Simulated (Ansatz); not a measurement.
## Fields on a plane of Ga2Pt (fluorite type, space group Fm-3m)

```
CELL_PARAMETERS angstrom
      0.00000     2.93463     2.93463
      2.93463     0.00000     2.93463
      2.93463     2.93463     0.00000
ATOMIC_POSITIONS crystal
  Ga 0.75000 0.75000 0.75000
  Ga 0.25000 0.25000 0.25000
  Pt 0.00000 0.00000 0.00000
```

The slice is a {100} plane (indices of the conventional cell) through the point (0.750, 0.750, 0.750) (fractional), spanned by u = [100] and v = [0 1 -1] in vectors of this cell: u (4.15 Å) and v (4.15 Å, at 90° to u). It covers one period; positions are fractions (u, v).

Atoms on it: Ga at (0.00, 0.00); Ga at (0.50, 0.50).

Level of theory: LDA (plane waves to 420 eV, PAW, scalar-relativistic; Ansatz, an electronic-structure program). k mesh 14×14×14. Near the nuclei the fields are pseudised (PAW); where an atom keeps semicore shells as valence, they peak there. Ga2Pt is run without spin polarisation. Ga2Pt was relaxed with its symmetry unable to fall. Spin-orbit coupling is left out, though Pt is heavy. This is a high-temperature form of Ga2Pt.

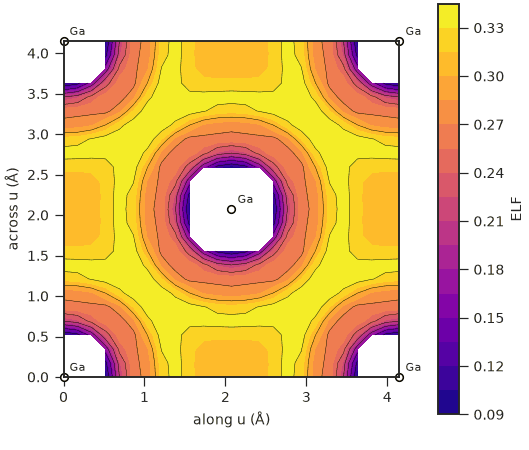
Fig. 1. Electron localisation function (ELF), one period of the plane, atoms marked. Points within 0.5 Å of a nucleus are left white, as the pseudised field means little there.

```
|@@%%##==::..                          ..::==##%%|
|####++--::..                          ..::--++##|
|++==--::....                          ....::--==|
|--::::....                              ....::::|
|........                                  ......|
|..                      ..                      |
|                  ..............                |
|                ....::::--::::....              |
|              ....::--==++==--::....            |
|              ..::--++######++--::..            |
|              ..::==##%%@@%%##==::..            |
|            ....--++##@@@@@@##++--....          |
|              ..::==##%%@@%%##==::..            |
|              ..::--++######++--::..            |
|              ....::--==++==--::....            |
|                ....::::--::::....              |
|                  ..............                |
|..                      ..                      |
|........                                  ......|
|--::::....                              ....::::|
|++==--::....                          ....::--==|
|####++--::..                          ..::--++##|
|@@%%##==::..                          ..::==##%%|
|@@@@##++--....                      ....--++##@@|
```
Scale: ten equal steps from -0.74 (start of ' ') to 1.72 (end of '@'), in the order ' .:-=+*#%@'. Values: log₁₀ of the valence density in e/Å³. The map has 24 points along u (two characters each, u = 0 at the left) and 24 along v (v = 0 in the bottom row). The scale is logarithmic, as a density can span decades between atoms and voids.
